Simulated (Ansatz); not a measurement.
# SnH3 (SMILES [SnH3]): UBHLYP/STO-3G

What is the vertical doublet–quartet gap of SnH3 at UBHLYP/STO-3G? 

Program for the calculation: Ansatz 0.2.0.

34 further runs of the same task are left out: 3 that didn't finish, 31 set aside as unsound or not needed.

### 1 The system as given

SnH3: 4 atoms, total charge 0, spin state doublet. SMILES: `[SnH3]`. Geometry: relaxed at PBE0-D4/def2-TZVP.

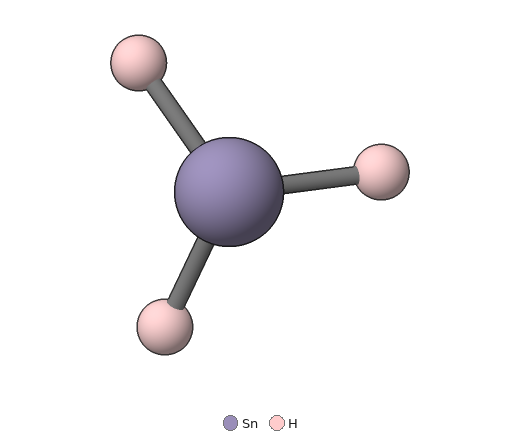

The structure, seen from a chosen angle (tin purple, hydrogen pink).

### 2 The energy at UBHLYP/STO-3G

File run.yaml:

```yaml
basis:
  gaussian: {orbitals: STO-3G}
crystal:
  periodic: [false, false, false]
  atoms:
    - {symbol: Sn, position_ang: [0.280200, -0.211600, -0.271700]}
    - {symbol: H, position_ang: [1.055200, 0.011000, 1.241700]}
    - {symbol: H, position_ang: [-1.125000, -1.172200, -0.064000]}
    - {symbol: H, position_ang: [-0.154900, 1.312500, -0.926300]}
total_charge: 0
magnetization: {spin_polarized: true, initial_magnetization: 1}
hamiltonian: {xc: {name: BHLYP}}
accuracy: high
```

Run with:

```bash
$ ansatz run run.yaml --threads 1 --pin off --max-ram 2610MiB --events-out events.jsonl --progress --plain --runs-dir runs
```

The program printed:

```text
Warning: RAYON_NUM_THREADS=1 ignored (pool sized by the plan → 1); use --threads N
Functional definition: BHLYP
  name "BHLYP"
  parameter a = 0.5
  exchange = (1 - a)*b88_x + a*exact_x
  correlation = lyp_c
518 factors; integrals over basis functions are off by at most 4.9e-9 eV
mean field evaluation 1: about -162376.7757 eV, gradient 3.4e0 eV
mean field evaluation 2: about -162376.9547 eV, gradient 9.5e-1 eV
mean field evaluation 4: about -162376.9729 eV, gradient 1.4e-1 eV
mean field evaluation 8: about -162376.9311 eV, gradient 1.0e-3 eV
mean field evaluation 16: about -162376.9311 eV, gradient 2.4e-8 eV
mean field -162376.93111715 eV, -5967.2421555183 hartree, gradient 2.3e-8 eV, S^2 0.750516; 0 other end points of the search recorded, 0 dependent functions left out
reference -162376.93113420 eV, -5967.2421561450 hartree; 27, 26 occupied and 3, 4 virtual orbitals, 518 factors
Total energy: -162376.93113420 eV, -5967.2421561450 hartree
```

It took 2.4 s on 1 thread of Arm Neoverse V1, shared host; peak memory 0.14 GiB.

### 3 The quartet, same level

File molecule.yaml:

```yaml
crystal:
  periodic: [false, false, false]
  atoms:
    - {symbol: Sn, position_ang: [0.280200, -0.211600, -0.271700]}
    - {symbol: H, position_ang: [1.055200, 0.011000, 1.241700]}
    - {symbol: H, position_ang: [-1.125000, -1.172200, -0.064000]}
    - {symbol: H, position_ang: [-0.154900, 1.312500, -0.926300]}
basis:
  gaussian:
    orbitals: STO-3G
magnetization:
  spin_polarized: true
  initial_magnetization: 3
hamiltonian:
  xc: {name: BHLYP}
accuracy: high
```

Run with:

```bash
$ ansatz run molecule.yaml --threads 1 --pin off --max-ram 2610MiB --events-out events.jsonl --progress --plain --runs-dir runs
```

The program printed:

```text
Warning: RAYON_NUM_THREADS=1 ignored (pool sized by the plan → 1); use --threads N
[... 5 set-up lines as earlier in the session ...]
518 factors; integrals over basis functions are off by at most 4.9e-9 eV
mean field evaluation 1: about -162364.6522 eV, gradient 5.3e0 eV
mean field evaluation 2: about -162365.2584 eV, gradient 3.1e0 eV
mean field evaluation 4: about -162365.4826 eV, gradient 8.5e-1 eV
mean field evaluation 8: about -162365.5080 eV, gradient 1.6e-1 eV
mean field evaluation 16: about -162366.1660 eV, gradient 8.1e-7 eV
mean field -162366.16597367 eV, -5966.8465437923 hartree, gradient 2.1e-8 eV, S^2 3.750295; 0 other end points of the search recorded, 0 dependent functions left out
reference -162366.16599107 eV, -5966.8465444316 hartree; 28, 25 occupied and 2, 5 virtual orbitals, 518 factors
Total energy: -162366.16599107 eV, -5966.8465444316 hartree
```

It took 2.6 s on 1 thread of Arm Neoverse V1, shared host; peak memory 0.14 GiB.

### 4 What came out

At UBHLYP/STO-3G:

| quantity | value |
| --- | --- |
| doublet: total energy | -5967.24216 Eh |
| doublet: ⟨S²⟩ | 0.751 |
| quartet: total energy | -5966.84654 Eh |
| quartet: ⟨S²⟩ | 3.750 |
| vertical energy of the quartet above the doublet | 10.765 eV |

At this shape the quartet lies 10.77 eV (248 kcal/mol) above the doublet. In a minimal basis such a difference can be off by several eV, whatever the method. Relativity is left out (doublet) although the molecule holds a heavy atom. Relativity is left out (quartet) although the molecule holds a heavy atom.
